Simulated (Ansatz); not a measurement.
# B₂ (triplet): correlated methods under varied settings at distance B1–B2 = 2.531 Å

Aim: run B₂ (triplet) at one geometry under a spread of methods and options, and see what each costs and gives.

Computed with Ansatz 0.2.0, Gaussian basis. Level: the settings change from run to run.

16 further runs of the same task are left out: 8 that didn't finish, 8 set aside as unsound or not needed.

## (1) The system

The geometry derives from a PBE0/def2-TZVP stationary point (not a proven minimum). One bond is set to the value named and the two fragments are kept rigid.

2 atoms, charge 0, spin multiplicity 3.

Atoms are counted from 1 here; the program's logs count them from 0.

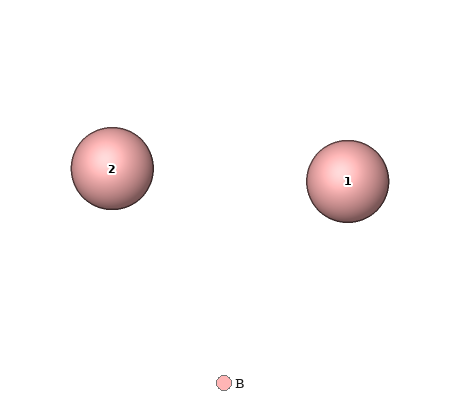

The structure; boron pink; atoms are numbered from 1 in the order of the file.

Geometry (Å):

```xyz
2

B     0.0000    0.0000    0.0000
B     0.0000    0.0000    2.5310
```

## (2) CASSCF(2,4)/def2-mTZVP

in.yaml reads:

```yaml
crystal:
  periodic: [false, false, false]
  atoms:
    - {symbol: B, position_ang: [0.000000, 0.000000, 0.000000]}
    - {symbol: B, position_ang: [0.000000, 0.000000, 2.531000]}
basis:
  gaussian: {orbitals: def2-mTZVP, point_charges: [{charge: -0.50, position_ang: [4.599, -0.641, -0.270]}]}
magnetization: {spin_polarized: false, initial_magnetization: 2}
correlation: {active_space: {window: {electrons: 2, orbitals: 4}}}
```

On the command line:

```
ansatz run in.yaml --threads 1 --pin off --events-out ev --progress --plain --max-ram 2393MiB
```

The program printed:

```text
Functional definition: HF
  name "HF"
  cite "Fock, Z. Phys. 61, 126 (1930) doi:10.1007/BF01340294"
  parent pbe
  exchange = exact_x
  correlation = 0
346 factors; integrals over basis functions are off by at most 2.4e-4 eV
mean field evaluation 1: about -1334.5497 eV, gradient 3.7e0 eV
mean field evaluation 2: about -1334.5515 eV, gradient 3.8e0 eV
mean field evaluation 4: about -1334.8528 eV, gradient 9.3e-1 eV
mean field evaluation 8: about -1334.8537 eV, gradient 9.3e-2 eV
mean field evaluation 16: about -1335.1699 eV, gradient 4.5e-5 eV
mean field evaluation 32: about -1335.1680 eV, gradient 1.8e-1 eV
mean field evaluation 64: about -1335.1357 eV, gradient 7.1e-1 eV
mean field evaluation 96: about -1334.8492 eV, gradient 2.0e-2 eV
mean field evaluation 128: about -1335.1283 eV, gradient 3.1e-1 eV
mean field evaluation 160: about -1334.8531 eV, gradient 1.1e-1 eV
mean field evaluation 192: about -1335.1119 eV, gradient 2.1e-1 eV
mean field -1335.16987989 eV, -49.0665880753 hartree, gradient 6.8e-6 eV, S^2 2.000000; 16 other end points of the search recorded, 0 dependent functions left out
reference -1335.16987989 eV, -49.0665880753 hartree; 6, 4 occupied and 32, 34 virtual orbitals, 346 factors
state -1335.63441393 eV, -49.0836593862 hartree
Total energy: -1335.63441393 eV, -49.0836593862 hartree
```

It took 1.1 s on 1 thread of Arm Neoverse V1, shared host.

From the report: 16 determinants; active occupations 0.91, 0.91, 0.09, 0.09.

## (3) CCSD on UHF/def2-SVPD

in.yaml reads:

```yaml
crystal:
  periodic: [false, false, false]
  atoms:
    - {symbol: B, position_ang: [0.000000, 0.000000, 0.000000]}
    - {symbol: B, position_ang: [0.000000, 0.000000, 2.531000]}
basis:
  gaussian: {orbitals: def2-SVPD}
magnetization: {spin_polarized: true, initial_magnetization: 2}
correlation: {method: ccsd, electrons: valence}
scf: {omitted_lower_state_checks: [cluster_reference]}
```

Launched as before.

The program printed, cut to the lines that bear on the results:

```text
Functional definition: HF
  name "HF"
  cite "Fock, Z. Phys. 61, 126 (1930) doi:10.1007/BF01340294"
  parent pbe
[...]
398 factors; integrals over basis functions are off by at most 9.8e-4 eV
[...]
mean field -1333.71736893 eV, -49.0132092819 hartree, gradient 6.8e-8 eV, S^2 2.090613; 21 other end points of the search recorded, 0 dependent functions left out
2 core orbitals not correlated: weight in the atoms' cores, before any rotation towards them, 1.000 or more for the frozen orbitals, at most 0.000 for the correlated occupied ones
reference -1333.71736893 eV, -49.0132092819 hartree; 4, 2 occupied and 34, 36 virtual orbitals, 398 factors
second order -2.28167593 eV of doubles, -0.00000000 eV of singles
cycle   1  -2.94910888 eV  change   -6.7e-1 eV  update   9.9e-2
[...]
cycle  22  -3.65689091 eV  change   -5.8e-6 eV  update   5.6e-6
WARN: the results are in doubt because among natural orbitals full CI differs from the method by -0.142 eV
Total energy: -1337.37425984 eV, -49.1475975443 hartree
In doubt: among natural orbitals full CI differs from the method by -0.142 eV
Checks for a lower state left out: cluster_reference
```

It took 2.1 s on 1 thread of Arm Neoverse V1, shared host.

From the report: ⟨S²⟩ of the determinant 2.091 (pure triplet: 2.00); correlation -3.6569 eV; T1 0.104; largest double amplitude 0.14. The program marks this result as in doubt; its last lines say why.

## (4) MP2 on UHF/aug-cc-pVDZ

in.yaml reads:

```yaml
crystal:
  periodic: [false, false, false]
  atoms:
    - {symbol: B, position_ang: [0.000000, 0.000000, 0.000000]}
    - {symbol: B, position_ang: [0.000000, 0.000000, 2.531000]}
basis:
  gaussian: {orbitals: aug-cc-pVDZ}
magnetization: {spin_polarized: true, initial_magnetization: 2}
correlation: {method: mp2, electrons: outside_noble_gas}
accuracy: high
```

Same command.

The program printed, cut to the lines that bear on the results:

```text
Functional definition: HF
  name "HF"
  cite "Fock, Z. Phys. 61, 126 (1930) doi:10.1007/BF01340294"
  parent pbe
[...]
830 factors; integrals over basis functions are off by at most 2.6e-9 eV
[...]
mean field -1335.28973259 eV, -49.0709925807 hartree, gradient 7.6e-9 eV, S^2 2.065543; 20 other end points of the search recorded, 0 dependent functions left out
2 core orbitals not correlated: weight in the atoms' cores, before any rotation towards them, 1.000 or more for the frozen orbitals, at most 0.000 for the correlated occupied ones
reference -1335.28973259 eV, -49.0709925807 hartree; 4, 2 occupied and 40, 42 virtual orbitals, 830 factors
second order -2.32733107 eV of doubles, -0.00000000 eV of singles
Total energy: -1337.61706365 eV, -49.1565204199 hartree
```

Run time: 2 s. Hardware: 1 thread of Arm Neoverse V1, shared host.

From the report: ⟨S²⟩ of the determinant 2.066 (pure triplet: 2.00).

## (5) NEVPT2(2,3)/6-31G*

in.yaml reads:

```yaml
crystal:
  periodic: [false, false, false]
  atoms:
    - {symbol: B, position_ang: [0.000000, 0.000000, 0.000000]}
    - {symbol: B, position_ang: [0.000000, 0.000000, 2.531000]}
basis:
  gaussian: {orbitals: "6-31G*"}
magnetization: {spin_polarized: false, initial_magnetization: 2}
correlation: {method: sc_nevpt2, electrons: all, active_space: {window: {electrons: 2, orbitals: 3}}}
```

Launched as before.

The program printed, cut to the lines that bear on the results:

```text
Functional definition: HF
  name "HF"
  cite "Fock, Z. Phys. 61, 126 (1930) doi:10.1007/BF01340294"
  parent pbe
[...]
278 factors; integrals over basis functions are off by at most 7.0e-4 eV
[...]
mean field -1334.64602123 eV, -49.0473366246 hartree, gradient 1.5e-6 eV, S^2 2.000000; 19 other end points of the search recorded, 0 dependent functions left out
reference -1334.31517494 eV, -49.0351782479 hartree; 6, 4 occupied and 24, 26 virtual orbitals, 278 factors
state -1334.64602123 eV, -49.0473366246 hartree
state -1334.64602123 eV, -49.0473366246 hartree; corrected -1337.28503558 eV, -49.1443186133 hartree
WARN: 1 active orbitals are nearly empty or full. The corrections depend on them more than the energy does, and are more stable in an active space without them
Total energy: -1337.28503558 eV, -49.1443186133 hartree
```

Run time: 1.6 s. Hardware: 1 thread of Arm Neoverse V1, shared host.

From the report: 4 determinants; active occupations 1.00, 1.00, 0.00. The report marks this result as in doubt.

## (6) HF/6-31++G**

in.yaml reads:

```yaml
crystal:
  periodic: [false, false, false]
  atoms:
    - {symbol: B, position_ang: [0.000000, 0.000000, 0.000000]}
    - {symbol: B, position_ang: [0.000000, 0.000000, 2.531000]}
basis:
  gaussian: {orbitals: "6-31++G**"}
magnetization: {spin_polarized: true, initial_magnetization: 2}
hamiltonian: {xc: hf}
output: {orbitals: {seedname: orbitals}}
```

The command is unchanged.

The program printed, cut to the lines that bear on the results:

```text
Functional definition: HF
  name "HF"
  cite "Fock, Z. Phys. 61, 126 (1930) doi:10.1007/BF01340294"
  parent pbe
[...]
434 factors; their error is unknown
[...]
mean field -1335.06871700 eV, -49.0628704075 hartree, gradient 6.0e-6 eV, S^2 2.064643; 9 other end points of the search recorded, 0 dependent functions left out
reference -1335.06871700 eV, -49.0628704075 hartree; 6, 4 occupied and 32, 34 virtual orbitals, 434 factors
Total energy: -1335.06871700 eV, -49.0628704075 hartree
```

Wall time 0.82 s (1 thread of Arm Neoverse V1, shared host).

From the report: ⟨S²⟩ of the determinant 2.065 (pure triplet: 2.00).

## (7) MP2 on ROHF/cc-pVDZ

in.yaml reads:

```yaml
crystal:
  periodic: [false, false, false]
  atoms:
    - {symbol: B, position_ang: [0.000000, 0.000000, 0.000000]}
    - {symbol: B, position_ang: [0.000000, 0.000000, 2.531000]}
basis:
  gaussian: {orbitals: cc-pVDZ}
magnetization: {spin_polarized: false, initial_magnetization: 2}
correlation: {method: mp2, electrons: all}
```

Launched as before.

The program printed, cut to the lines that bear on the results:

```text
Functional definition: HF
  name "HF"
  cite "Fock, Z. Phys. 61, 126 (1930) doi:10.1007/BF01340294"
  parent pbe
[...]
268 factors; integrals over basis functions are off by at most 1.1e-3 eV
[...]
mean field -1335.00685790 eV, -49.0605971278 hartree, gradient 1.6e-6 eV, S^2 2.000000; 21 other end points of the search recorded, 0 dependent functions left out
[...]
reference -1335.00685790 eV, -49.0605971278 hartree; 6, 4 occupied and 22, 24 virtual orbitals, 268 factors
second order -2.46440524 eV of doubles, -0.11188414 eV of singles
Total energy: -1337.58314728 eV, -49.1552740160 hartree
```

It took 0.85 s on 1 thread of Arm Neoverse V1, shared host.

## (8) MRCISD+Q(relaxed)(4,8)/cc-pVDZ

in.yaml, as its differences from that of step 7:

```diff
@@ -8,2 +8,3 @@
 magnetization: {spin_polarized: false, initial_magnetization: 2}
-correlation: {method: mp2, electrons: all}
+correlation: {method: fic_mrcisd_q_relaxed, electrons: valence, active_space: {window: {electrons: 4, orbitals: 8}}}
+scf: {lower_state_search: off}
```

The command is unchanged.

The program printed, cut to the lines that bear on the results:

```text
Functional definition: HF
  name "HF"
  cite "Fock, Z. Phys. 61, 126 (1930) doi:10.1007/BF01340294"
  parent pbe
[...]
268 factors; integrals over basis functions are off by at most 1.1e-3 eV
[...]
mean field -1334.74772498 eV, -49.0510741684 hartree, gradient 4.5e-6 eV, S^2 2.000000; 0 other end points of the search recorded, 0 dependent functions left out
reference -1334.74772498 eV, -49.0510741684 hartree; 6, 4 occupied and 22, 24 virtual orbitals, 268 factors
state -1336.82197835 eV, -49.1273015740 hartree
contracted CI cycle   1: correlation 0.00000000 eV, 0.0000000000 hartree, residual 8.59e0 eV
contracted CI cycle   2: correlation -2.09081667 eV, -0.0768360954 hartree, residual 2.21e0 eV
contracted CI cycle   3: correlation -2.24303548 eV, -0.0824300335 hartree, residual 1.05e0 eV
contracted CI cycle   4: correlation -2.27410280 eV, -0.0835717365 hartree, residual 5.03e-1 eV
[...]
contracted CI cycle   8: correlation -2.28330935 eV, -0.0839100709 hartree, residual 3.63e-2 eV
contracted CI cycle   9: correlation -2.28334686 eV, -0.0839114495 hartree, residual 2.00e-2 eV
contracted CI cycle  10: correlation -2.28335993 eV, -0.0839119296 hartree, residual 1.02e-2 eV
contracted CI cycle  11: correlation -2.28336350 eV, -0.0839120609 hartree, residual 6.19e-3 eV
contracted CI cycle  12: correlation -2.28336496 eV, -0.0839121144 hartree, residual 4.04e-3 eV
contracted CI cycle  13: correlation -2.28336559 eV, -0.0839121375 hartree, residual 2.40e-3 eV
contracted CI cycle  14: correlation -2.28336579 eV, -0.0839121450 hartree, residual 1.33e-3 eV
contracted CI cycle  15: correlation -2.28336585 eV, -0.0839121471 hartree, residual 6.73e-4 eV
state -1336.82197835 eV, -49.1273015740 hartree; corrected -1339.31883037 eV, -49.2190591932 hartree
Total energy: -1339.31883037 eV, -49.2190591932 hartree
Checks for a lower state left out: stability, starts, cluster_reference, orbital_swaps, neighbouring_geometries, increment
```

Wall time 3 s (1 thread of Arm Neoverse V1, shared host).

From the report: 384 determinants; active occupations 1.88, 0.94, 0.92, 0.10, 0.09, 0.05, 0.01, 0.01.

## (9) CCSD(T) on ROHF/6-31G*

in.yaml reads:

```yaml
crystal:
  periodic: [false, false, false]
  atoms:
    - {symbol: B, position_ang: [0.000000, 0.000000, 0.000000]}
    - {symbol: B, position_ang: [0.000000, 0.000000, 2.531000]}
basis:
  gaussian: {orbitals: "6-31G*"}
magnetization: {spin_polarized: false, initial_magnetization: 2}
correlation: {method: ccsd_t, electrons: valence}
scf: {omitted_lower_state_checks: [cluster_reference]}
```

The command is unchanged.

The program printed, cut to the lines that bear on the results:

```text
Functional definition: HF
  name "HF"
  cite "Fock, Z. Phys. 61, 126 (1930) doi:10.1007/BF01340294"
  parent pbe
[...]
278 factors; integrals over basis functions are off by at most 7.0e-4 eV
[...]
mean field -1334.64602123 eV, -49.0473366246 hartree, gradient 1.5e-6 eV, S^2 2.000000; 19 other end points of the search recorded, 0 dependent functions left out
2 core orbitals not correlated: weight in the atoms' cores, before any rotation towards them, 1.000 or more for the frozen orbitals, at most 0.000 for the correlated occupied ones
reference -1334.64602123 eV, -49.0473366246 hartree; 4, 2 occupied and 24, 26 virtual orbitals, 278 factors
second order -2.32529722 eV of doubles, -0.10422460 eV of singles
cycle   1  -3.06410925 eV  change   -6.3e-1 eV  update   9.6e-2
[...]
cycle  16  -3.70702968 eV  change   -2.0e-6 eV  update   6.1e-6
perturbative correction -0.18077747 eV, -0.0066434497 hartree
WARN: the results are in doubt because among natural orbitals full CI differs from the method by -0.091 eV
Total energy: -1338.53382839 eV, -49.1902109024 hartree
In doubt: among natural orbitals full CI differs from the method by -0.091 eV
Checks for a lower state left out: cluster_reference
```

Wall time 1 s (1 thread of Arm Neoverse V1, shared host).

From the report: correlation -3.8878 eV; T1 0.102; largest double amplitude 0.20. The program marks this result as in doubt; its last lines say why.

## (10) BCCD(T) on ROHF/cc-pVDZ

in.yaml reads:

```yaml
crystal:
  periodic: [false, false, false]
  atoms:
    - {symbol: B, position_ang: [0.000000, 0.000000, 0.000000]}
    - {symbol: B, position_ang: [0.000000, 0.000000, 2.531000]}
basis:
  gaussian: {orbitals: cc-pVDZ}
magnetization: {spin_polarized: false, initial_magnetization: 2}
correlation: {method: bccd_t, electrons: all}
output: {forces: true}
```

The command is unchanged.

The program printed, cut to the lines that bear on the results:

```text
Functional definition: HF
  name "HF"
  cite "Fock, Z. Phys. 61, 126 (1930) doi:10.1007/BF01340294"
  parent pbe
[...]
268 factors; integrals over basis functions are off by at most 1.1e-3 eV
[...]
mean field -1335.00685790 eV, -49.0605971278 hartree, gradient 1.6e-6 eV, S^2 2.000000; 24 other end points of the search recorded, 0 dependent functions left out
[...]
determinant -1335.00685790 eV, -49.0605971278 hartree, with singles and doubles -1338.92959341 eV, -49.2047549987 hartree
determinant -1334.98743980 eV, -49.0598835258 hartree, with singles and doubles -1338.90614472 eV, -49.2038932755 hartree
determinant -1334.77920215 eV, -49.0522309331 hartree, with singles and doubles -1338.45559351 eV, -49.1873358238 hartree
determinant -1334.74772498 eV, -49.0510741684 hartree, with singles and doubles -1338.95780101 eV, -49.2057916090 hartree
[...]
determinant -1334.77920215 eV, -49.0522309331 hartree, with singles and doubles -1338.46851163 eV, -49.1878105560 hartree
determinant -1334.74772498 eV, -49.0510741684 hartree, with singles and doubles -1338.95894605 eV, -49.2058336884 hartree
reference -1334.74772498 eV, -49.0510741684 hartree; 6, 4 occupied and 22, 24 virtual orbitals, 268 factors
second order -2.96055757 eV of doubles, -0.08054117 eV of singles
cycle   1  -4.20911086 eV  change    2.1e-3 eV  update   7.1e-3
[...]
cycle  13  -4.20070974 eV  change    4.6e-7 eV  update   2.1e-7
perturbative correction -0.22512089 eV, -0.0082730401 hartree
WARN: the results are in doubt because among natural orbitals full CI differs from the method by -0.085 eV
[...]
Total energy: -1339.17355561 eV, -49.2137204441 hartree
Atom 0 at     0.000000     0.000000     0.000000 Å, force     0.000000     0.000000     1.730251 eV/Å
Atom 1 at     0.000000     0.000000     2.531000 Å, force     0.000000    -0.000000    -1.730251 eV/Å
Dipole moment:    -0.000000     0.000000     0.000000 e Å
In doubt: among natural orbitals full CI differs from the method by -0.085 eV
```

Wall time 5 s (1 thread of Arm Neoverse V1, shared host).

From the report: correlation -4.4258 eV; largest double amplitude 0.18. Mind the lines of doubt at the end of the log.

## (11) The runs in one table

 † marks a result that the program doubts.

```tsv
level	correlated	functions	energy (eV)	time
CASSCF(2,4)/def2-mTZVP (beside a point charge)		38	-1335.6344	1.1 s
CCSD on UHF/def2-SVPD †	valence	40	-1337.3743	2.1 s
MP2 on UHF/aug-cc-pVDZ	outside noble gas	46	-1337.6171	2 s
NEVPT2(2,3)/6-31G* †	all	30	-1337.2850	1.6 s
HF/6-31++G**		38	-1335.0687	0.82 s
MP2 on ROHF/cc-pVDZ	all	28	-1337.5831	0.85 s
MRCISD+Q(relaxed)(4,8)/cc-pVDZ	valence	28	-1339.3188	3 s
CCSD(T) on ROHF/6-31G* †	valence	30	-1338.5338	1 s
BCCD(T) on ROHF/cc-pVDZ †	all	28	-1339.1736	5 s
```

## (12) Results

| quantity | value |
| --- | --- |
| runs | 9 |
| quickest | HF/6-31++G**, 0.82 s |
| slowest | BCCD(T) on ROHF/cc-pVDZ †, 5 s |

**Reading.** Total energies in different bases, with other cores or another treatment of relativity can't be set against each other. BCCD(T) on ROHF/cc-pVDZ † took 6 times as long as HF/6-31++G**; the jobs differ in more than the method.
